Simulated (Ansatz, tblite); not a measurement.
# (H2B-mu-PH2)2 (B2P2H8): which spin state is lowest

Aim: set other spin states of (H2B-mu-PH2)2 (B2P2H8) against its singlet, on many levels of theory.

Computed with Ansatz 0.2.0, Gaussian basis. Level: as each input shows.

Plan: triplet, at the geometry of the singlet (GFN1-xTB, GFN2-xTB, PBE0-D4/def2-TZVP, PBE-D4/def2-TZVP, r2SCAN-D4/def2-TZVP); the singlet's energies come from earlier runs.

### Step 1. The relaxed structure

The singlet was relaxed beforehand with PBE-D4/def2-SVP.

12 atoms, charge 0, spin multiplicity 1.

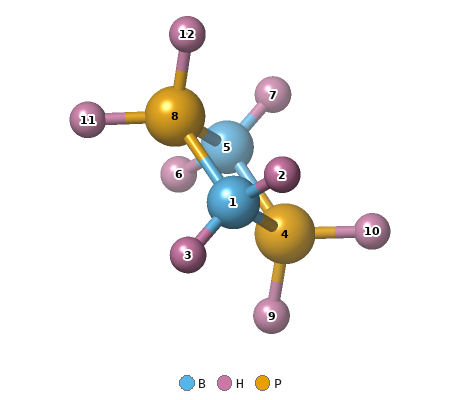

The structure; boron blue, hydrogen pink, phosphorus amber; atoms are numbered from 1 in the order of the file.

### Step 2. Triplet at the fixed geometry, GFN1-xTB

Tight binding, by tblite at 300 K electronic temperature and without a spin-polarisation term:

```python
tblite.interface.Calculator('GFN1-xTB', numbers, positions, charge=0, uhf=2).singlepoint()
```

Energy -329.6258 eV; 0.014 s.

### Step 3. Triplet at the fixed geometry, GFN2-xTB

Tight binding, by tblite at 300 K electronic temperature and without a spin-polarisation term:

```python
tblite.interface.Calculator('GFN2-xTB', numbers, positions, charge=0, uhf=2).singlepoint()
```

Energy -310.0989 eV; 0.012 s.

### Step 4. Triplet at the fixed geometry, PBE0-D4/def2-TZVP

Input file in.yaml:

```yaml
crystal:
  periodic: [false, false, false]
  atoms:
    - {symbol: B, position_ang: [-1.430886, 0.083074, -0.165194]}
    - {symbol: H, position_ang: [-1.947629, 0.783272, -1.022641]}
    - {symbol: H, position_ang: [-2.214900, -0.537185, 0.536806]}
    - {symbol: P, position_ang: [-0.041104, 1.043485, 0.880821]}
    - {symbol: B, position_ang: [1.431698, -0.078804, 0.160170]}
    - {symbol: H, position_ang: [1.965285, -0.773355, 1.011671]}
    - {symbol: H, position_ang: [2.201360, 0.548855, -0.551318]}
    - {symbol: P, position_ang: [0.040381, -1.047297, -0.876326]}
    - {symbol: H, position_ang: [-0.202952, 1.035454, 2.299840]}
    - {symbol: H, position_ang: [0.064474, 2.449412, 0.652418]}
    - {symbol: H, position_ang: [-0.066977, -2.450172, -0.630769]}
    - {symbol: H, position_ang: [0.201260, -1.056748, -2.295467]}
basis:
  gaussian: {orbitals: def2-TZVP}
magnetization: {spin_polarized: true, initial_magnetization: 2}
hamiltonian: {xc: pbe0, dispersion: d4}
scf: {omitted_lower_state_checks: [starts]}
output: {orbitals: {seedname: orbitals}}
```

Command:

```console
> ansatz run in.yaml --threads 4 --pin off --events-out ev --progress --plain --max-ram 3916MiB
```

The program printed:

```text
Functional definition: PBE0
  name "PBE0"
  cite "Adamo & Barone, J. Chem. Phys. 110, 6158 (1999) doi:10.1063/1.478522"
  cite "Perdew, Burke & Ernzerhof, Phys. Rev. Lett. 77, 3865 (1996) doi:10.1103/PhysRevLett.77.3865"
  parent pbe
  parameter a = 0.25
  parameter kappa = 0.804
  parameter beta = 0.06672455060314922
  exchange = (1 - a)*pbe_x(kappa = kappa, mu = beta*pi^2/3) + a*exact_x
  correlation = pbe_c(beta = beta)
these checks for a lower state are left out or cut short: starts
1254 factors; their error is unknown
mean field evaluation 1: about -20044.2309 eV, gradient 2.2e1 eV
mean field evaluation 2: about -20043.8966 eV, gradient 2.3e1 eV
mean field evaluation 4: about -20047.2620 eV, gradient 1.1e0 eV
mean field evaluation 8: about -20047.2825 eV, gradient 1.1e-1 eV
mean field evaluation 16: about -20047.2826 eV, gradient 5.9e-5 eV
mean field -20047.28256694 eV, -736.7240457989 hartree, gradient 9.3e-6 eV, S^2 2.007085; 0 other end points of the search recorded, 0 dependent functions left out
reference -20047.28260317 eV, -736.7240471301 hartree; 25, 23 occupied and 159, 161 virtual orbitals, 1254 factors
Total energy: -20047.55002423 eV, -736.7338746729 hartree
Checks for a lower state left out: starts
```

Wall time 4.4 s (4 threads of Intel Xeon at 2.70GHz, shared host).

From the report: HOMO -2.52 eV, LUMO -6.01 eV (over both spins; with the spin held, an empty level of the minority spin lies below the top filled one); ⟨S²⟩ 2.007 (pure: 2.00).

### Step 5. Triplet at the fixed geometry, PBE-D4/def2-TZVP

start.molden holds the orbitals of an earlier run on this state, given as this run's starting guess.

in.yaml, as its differences from that of step 4:

```diff
@@ -16,5 +16,5 @@
 basis:
-  gaussian: {orbitals: def2-TZVP}
+  gaussian: {orbitals: def2-TZVP, initial_orbitals: start.molden}
 magnetization: {spin_polarized: true, initial_magnetization: 2}
-hamiltonian: {xc: pbe0, dispersion: d4}
+hamiltonian: {xc: pbe, dispersion: d4}
 scf: {omitted_lower_state_checks: [starts]}
```

The command is unchanged.

The program printed:

```text
Functional definition: PBE
  name "PBE"
  cite "Perdew, Burke & Ernzerhof, Phys. Rev. Lett. 77, 3865 (1996) doi:10.1103/PhysRevLett.77.3865"
  parent pbe
  parameter kappa = 0.804
  parameter beta = 0.06672455060314922
  exchange = pbe_x(kappa = kappa, mu = beta*pi^2/3)
  correlation = pbe_c(beta = beta)
these checks for a lower state are left out or cut short: starts
1230 factors; their error is unknown
mean field evaluation 1: about -20045.2994 eV, gradient 7.6e0 eV
mean field evaluation 2: about -20045.4029 eV, gradient 1.4e-1 eV
mean field evaluation 4: about -20045.3884 eV, gradient 4.6e-4 eV
mean field -20045.38840909 eV, -736.6544367818 hartree, gradient 2.4e-5 eV, S^2 2.003468; 0 other end points of the search recorded, 0 dependent functions left out
reference -20045.38845828 eV, -736.6544385894 hartree; 25, 23 occupied and 159, 161 virtual orbitals, 1230 factors
Total energy: -20045.70531980 eV, -736.6660830357 hartree
Checks for a lower state left out: starts
```

It took 2.7 s on 4 threads of Intel Xeon at 2.70GHz, shared host.

HOMO -1.87 eV, LUMO -6.65 eV (over both spins; with the spin held, an empty level of the minority spin lies below the top filled one); ⟨S²⟩ 2.003 (pure: 2.00).

### Step 6. Triplet at the fixed geometry, r2SCAN-D4/def2-TZVP

in.yaml, as its differences from that of step 5:

```diff
@@ -18,3 +18,3 @@
 magnetization: {spin_polarized: true, initial_magnetization: 2}
-hamiltonian: {xc: pbe, dispersion: d4}
+hamiltonian: {xc: r2scan, dispersion: d4}
 scf: {omitted_lower_state_checks: [starts]}
```

The command is unchanged.

The program printed:

```text
Functional definition: r2SCAN
  name "r2SCAN"
  cite "Furness, Kaplan, Ning, Perdew & Sun, J. Phys. Chem. Lett. 11, 8208 (2020) doi:10.1021/acs.jpclett.0c02405"
  cite "Furness, Kaplan, Ning, Perdew & Sun, J. Phys. Chem. Lett. 11, 9248 (2020) doi:10.1021/acs.jpclett.0c03077"
  parent r2scan
  parameter k0 = 0.174
  parameter k1 = 0.065
  parameter a1 = 4.9479
  exchange = r2scan_x(k0 = k0, k1 = k1, a1 = a1)
  correlation = r2scan_c
these checks for a lower state are left out or cut short: starts
1230 factors; their error is unknown
mean field evaluation 1: about -20054.1056 eV, gradient 5.3e0 eV
mean field evaluation 2: about -20054.1536 eV, gradient 7.3e-2 eV
mean field evaluation 4: about -20054.1412 eV, gradient 1.8e-4 eV
mean field -20054.14122973 eV, -736.9760970074 hartree, gradient 2.4e-5 eV, S^2 2.010797; 0 other end points of the search recorded, 0 dependent functions left out
reference -20054.14124880 eV, -736.9760977083 hartree; 25, 23 occupied and 159, 161 virtual orbitals, 1230 factors
Total energy: -20054.21642911 eV, -736.9788605336 hartree
Checks for a lower state left out: starts
```

It took 4.3 s on 4 threads of Intel Xeon at 2.70GHz, shared host.

HOMO -2.00 eV, LUMO -6.58 eV (over both spins; with the spin held, an empty level of the minority spin lies below the top filled one); ⟨S²⟩ 2.011 (pure: 2.00).

### Step 7. Triplet less singlet, vertical

The singlet's energies are those of its earlier runs, whose logs aren't repeated here.

```tsv
level	triplet less singlet, vertical (kJ/mol)	time
GFN1-xTB	+558.4	0.023 s
GFN2-xTB	+487.9	0.018 s
PBE-D4/def2-TZVP	+476.0	4 s
r2SCAN-D4/def2-TZVP	+486.6	6.6 s
PBE0-D4/def2-TZVP	+511.1	7.5 s
```

Times add the two runs; a level without a time comes out of a correlated run. Tight binding without a spin term can't rank spin states.

### Step 8. What came out

| quantity | value |
| --- | --- |
| triplet less singlet, vertical, functionals in def2-TZVP | +476.0 (PBE-D4) to +511.1 kJ/mol (PBE0-D4) |

All functionals put the triplet above the singlet, over a spread of 35.1 kJ/mol. The checks for a lower triplet were left out, so another state of that spin may lie lower. These are electronic energies, without zero-point motion, entropy or surroundings.
